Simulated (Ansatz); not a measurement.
**C4H11BO: basis-set convergence**

How large a basis does C4H11BO need? Two functionals are run in growing sets.

The runs use Ansatz 0.2.0, Gaussian basis; one geometry, several basis sets.

Levels to be run: PBE0-D4/def2-SVP; ωB97M-V/def2-SVP; PBE0-D4/def2-QZVPP; ωB97M-V/def2-QZVPP; the functionals' def2-TZVPP values are taken from earlier runs.

**1. The geometry**

The geometry comes from an earlier relaxation with PBE0-D4 in a triple-zeta def2 set; it is a stationary point, not always the lowest conformer.

SMILES `BOC(C)(C)C`, 17 atoms, charge 0, spin multiplicity 1.

Atoms are counted from 1 here; the program's logs count them from 0.

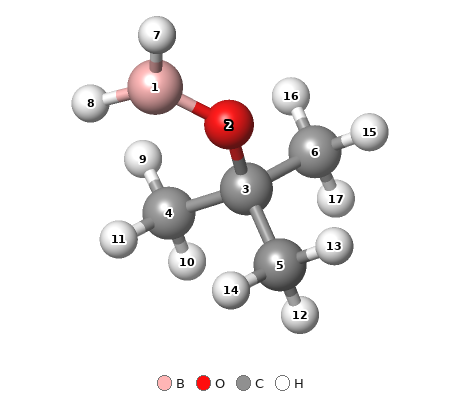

The geometry (boron pink, oxygen red, carbon grey, hydrogen white); atoms are numbered from 1 in the order of the file.

**2. PBE0-D4 in def2-SVP**

The input, in.yaml:

```yaml
crystal:
  periodic: [false, false, false]
  atoms:
    - {symbol: B, position_ang: [-0.720823, -2.182194, 0.098995]}
    - {symbol: O, position_ang: [-0.324264, -1.065522, 0.717123]}
    - {symbol: C, position_ang: [0.067646, 0.191341, 0.132064]}
    - {symbol: C, position_ang: [-0.027401, 0.200500, -1.381828]}
    - {symbol: C, position_ang: [1.500565, 0.426313, 0.581487]}
    - {symbol: C, position_ang: [-0.862955, 1.231560, 0.733955]}
    - {symbol: H, position_ang: [-0.994306, -3.104931, 0.813843]}
    - {symbol: H, position_ang: [-0.803116, -2.270056, -1.094534]}
    - {symbol: H, position_ang: [-1.047222, 0.011826, -1.722174]}
    - {symbol: H, position_ang: [0.277006, 1.183266, -1.747618]}
    - {symbol: H, position_ang: [0.627477, -0.547557, -1.831997]}
    - {symbol: H, position_ang: [1.850542, 1.405960, 0.249669]}
    - {symbol: H, position_ang: [1.566275, 0.382180, 1.669906]}
    - {symbol: H, position_ang: [2.162004, -0.336286, 0.164652]}
    - {symbol: H, position_ang: [-0.816215, 1.193583, 1.823573]}
    - {symbol: H, position_ang: [-1.894232, 1.045782, 0.426278]}
    - {symbol: H, position_ang: [-0.579880, 2.234031, 0.406605]}
basis:
  gaussian: {orbitals: def2-SVP}
hamiltonian: {xc: pbe0, dispersion: d4}
output: {orbitals: {seedname: orbitals}}
```

Run with:

```sh
$ ansatz run in.yaml --threads 4 --pin off --events-out ev --progress --plain --max-ram 11315MiB
```

The program printed:

```text
Functional definition: PBE0
  name "PBE0"
  cite "Adamo & Barone, J. Chem. Phys. 110, 6158 (1999) doi:10.1063/1.478522"
  cite "Perdew, Burke & Ernzerhof, Phys. Rev. Lett. 77, 3865 (1996) doi:10.1103/PhysRevLett.77.3865"
  parent pbe
  parameter a = 0.25
  parameter kappa = 0.804
  parameter beta = 0.06672455060314922
  exchange = (1 - a)*pbe_x(kappa = kappa, mu = beta*pi^2/3) + a*exact_x
  correlation = pbe_c(beta = beta)
1567 factors; their error is unknown
mean field evaluation 1: about -7029.7087 eV, gradient 6.0e1 eV
mean field evaluation 2: about -7026.1901 eV, gradient 7.2e1 eV
mean field evaluation 4: about -7038.2240 eV, gradient 2.5e0 eV
mean field evaluation 8: about -7038.2383 eV, gradient 4.8e-2 eV
mean field evaluation 16: about -7038.2227 eV, gradient 1.1e-5 eV
mean field -7038.22266936 eV, -258.6499124204 hartree, gradient 1.1e-5 eV, S^2 0.000000; 0 other end points of the search recorded, 0 dependent functions left out
reference -7038.22269983 eV, -258.6499135402 hartree; 24, 24 occupied and 115, 115 virtual orbitals, 1567 factors
Total energy: -7038.51944561 eV, -258.6608187463 hartree
```

It took 1.8 s on 4 threads of Arm Neoverse V2, shared host; peak memory 0.34 GiB.

**3. ωB97M-V in def2-SVP**

Changes to in.yaml since step 2:

```diff
@@ -22,3 +22,3 @@
   gaussian: {orbitals: def2-SVP}
-hamiltonian: {xc: pbe0, dispersion: d4}
+hamiltonian: {xc: {name: wB97M-V}}
 output: {orbitals: {seedname: orbitals}}
```

Same command.

The program printed, cut to the lines that bear on the results:

```text
Functional definition: wB97M-V
  name "wB97M-V"
  cite "Mardirossian & Head-Gordon, J. Chem. Phys. 144, 214110 (2016) doi:10.1063/1.4952647"
  cite "Becke, J. Chem. Phys. 107, 8554 (1997) doi:10.1063/1.475007"
  cite "Vydrov & Van Voorhis, J. Chem. Phys. 133, 244103 (2010) doi:10.1063/1.3521275"
  # Of w^i u^j: cxij and so on, Table III.
[...]
  gx(w, u) = 1 - cx + cx01*u + cx10*w
  gss(w, u) = css00 + css04*u^4 + css10*w + css20*w^2 + css43*w^4*u^3
  gos(w, u) = cos00 + cos10*w + (cos20 + cos21*u)*w^2 + (cos60 + cos61*u)*w^6
[...]
      + integral(e_c_pw_mod_opposite_spin*gos(b97_w_opposite, b97_u_opposite)) + vv10(b, c)
1567 factors; their error is unknown
408 factors; integrals over basis functions are off by at most 1.4e-5 eV
[...]
mean field -7042.83832015 eV, -258.8195344583 hartree, gradient 7.0e-6 eV, S^2 0.000000; 0 other end points of the search recorded, 0 dependent functions left out
reference -7042.83836801 eV, -258.8195362172 hartree; 24, 24 occupied and 115, 115 virtual orbitals, 1567 factors
Total energy: -7042.83836801 eV, -258.8195362172 hartree
```

It took 7 s on 4 threads of Arm Neoverse V2, shared host; peak memory 0.46 GiB.

**4. PBE0-D4 in def2-QZVPP**

Changes to in.yaml since step 3:

```diff
@@ -21,4 +21,4 @@
 basis:
-  gaussian: {orbitals: def2-SVP}
-hamiltonian: {xc: {name: wB97M-V}}
+  gaussian: {orbitals: "def2-QZVPP.json"}
+hamiltonian: {xc: pbe0, dispersion: d4}
 output: {orbitals: {seedname: orbitals}}
```

Same command.

The program printed:

```text
Functional definition: PBE0
  name "PBE0"
  cite "Adamo & Barone, J. Chem. Phys. 110, 6158 (1999) doi:10.1063/1.478522"
  cite "Perdew, Burke & Ernzerhof, Phys. Rev. Lett. 77, 3865 (1996) doi:10.1103/PhysRevLett.77.3865"
  parent pbe
  parameter a = 0.25
  parameter kappa = 0.804
  parameter beta = 0.06672455060314922
  exchange = (1 - a)*pbe_x(kappa = kappa, mu = beta*pi^2/3) + a*exact_x
  correlation = pbe_c(beta = beta)
1765 factors; their error is unknown
mean field evaluation 1: about -7033.3354 eV, gradient 7.7e1 eV
mean field evaluation 2: about -7023.8372 eV, gradient 1.0e2 eV
mean field evaluation 4: about -7046.3663 eV, gradient 5.2e0 eV
mean field evaluation 8: about -7046.4119 eV, gradient 5.7e-1 eV
mean field evaluation 16: about -7046.4122 eV, gradient 4.9e-5 eV
mean field -7046.41220406 eV, -258.9508722696 hartree, gradient 4.9e-5 eV, S^2 0.000000; 0 other end points of the search recorded, 0 dependent functions left out
reference -7046.41225084 eV, -258.9508739885 hartree; 24, 24 occupied and 648, 648 virtual orbitals, 1765 factors
Total energy: -7046.70899661 eV, -258.9617791947 hartree
```

Wall time 17 s (4 threads of Arm Neoverse V2, shared host); peak memory 2.9 GiB.

**5. ωB97M-V in def2-QZVPP**

Changes to in.yaml since step 4:

```diff
@@ -22,3 +22,3 @@
   gaussian: {orbitals: "def2-QZVPP.json"}
-hamiltonian: {xc: pbe0, dispersion: d4}
+hamiltonian: {xc: {name: wB97M-V}}
 output: {orbitals: {seedname: orbitals}}
```

Same command.

The program printed, cut to the lines that bear on the results:

```text
Functional definition: wB97M-V
  name "wB97M-V"
  cite "Mardirossian & Head-Gordon, J. Chem. Phys. 144, 214110 (2016) doi:10.1063/1.4952647"
  cite "Becke, J. Chem. Phys. 107, 8554 (1997) doi:10.1063/1.475007"
  cite "Vydrov & Van Voorhis, J. Chem. Phys. 133, 244103 (2010) doi:10.1063/1.3521275"
  # Of w^i u^j: cxij and so on, Table III.
[...]
  gx(w, u) = 1 - cx + cx01*u + cx10*w
  gss(w, u) = css00 + css04*u^4 + css10*w + css20*w^2 + css43*w^4*u^3
  gos(w, u) = cos00 + cos10*w + (cos20 + cos21*u)*w^2 + (cos60 + cos61*u)*w^6
[...]
      + integral(e_c_pw_mod_opposite_spin*gos(b97_w_opposite, b97_u_opposite)) + vv10(b, c)
1765 factors; their error is unknown
541 factors; integrals over basis functions are off by at most 9.9e-6 eV
[...]
mean field -7051.46096313 eV, -259.1364107430 hartree, gradient 1.2e-5 eV, S^2 0.000000; 0 other end points of the search recorded, 0 dependent functions left out
reference -7051.46103858 eV, -259.1364135157 hartree; 24, 24 occupied and 648, 648 virtual orbitals, 1765 factors
Total energy: -7051.46103858 eV, -259.1364135157 hartree
```

Wall time 36 s (4 threads of Arm Neoverse V2, shared host); peak memory 3.6 GiB.

**6. Density functionals: the series**

The def2-TZVPP values come from earlier runs at the same geometry.

```csv
functional,basis,functions,energy (eV),from the largest (eV),HOMO (eV),LUMO (eV)
PBE0-D4,def2-SVP,139,-7038.5194,8.190,-8.05,0.06
PBE0-D4,def2-TZVPP,340,-7046.3014,0.408,-8.13,-0.18
PBE0-D4,def2-QZVPP,672,-7046.7090,0.000,-8.14,-0.25
ωB97M-V,def2-SVP,139,-7042.8384,8.623,-10.37,2.12
ωB97M-V,def2-TZVPP,340,-7051.0656,0.395,-10.49,1.62
ωB97M-V,def2-QZVPP,672,-7051.4610,0.000,-10.49,1.34
```

**7. What came out**

| quantity | value |
| --- | --- |
| PBE0-D4: double and triple zeta above quadruple | 8.19, 0.41 eV |
| ωB97M-V: double and triple zeta above quadruple | 8.62, 0.40 eV |

**Reading.** For PBE0-D4 the step from double to triple zeta gains 7.78 eV and the next only 0.41 eV. Total energies overstate the basis error of differences, where much of it tends to cancel. The LUMO of ωB97M-V is positive and keeps falling with the basis (2.12 to 1.34 eV): an unbound level that the basis holds in place.

For PBE0-D4 the largest set took about 9 times as long as the smallest (17 s against 1.8 s).
